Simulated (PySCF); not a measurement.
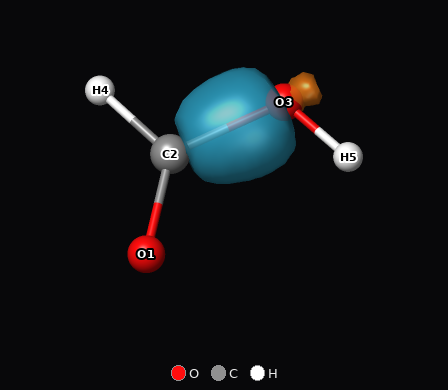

CH2O2, SMILES `O=CO`. Foster–Boys orbitals, occupied; each surface holds about 70 % of the orbital's density. Energies are diagonal elements of the Fock matrix.

Method: HF/6-311+G**; geometry: GFN2-xTB; program: PySCF. No frequency check shows the geometry to be a minimum.

Question: What does this orbital represent?

Answer: σ bond O3–C2 (O3 65 %, C2 35 %; −28.6 eV).
